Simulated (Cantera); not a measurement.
A closed system holds: 1 mol NH3, 0.3 mol H2, 0.32 mol O2, equilibrated at 1.00 bar.

Method: chemical equilibrium by Gibbs-energy minimisation in Cantera with the NASA 1993 tables (ideal gas, pure condensed phases). Candidate condensed phases: H2O; 47 gas species. Ions and electrons are included (thermal ionisation). Rates play no part.

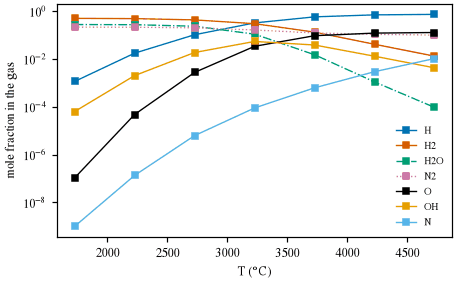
Figure: Equilibrium gas composition (values under 1e-9 drawn at 1e-9)

### Question
Read off the mole fractions at 3227 °C.

### Answer
H about 0.32, H2 about 0.30, N2 about 0.16, H2O about 0.11, OH about 0.055, O about 0.034, N about 9.0e-5.
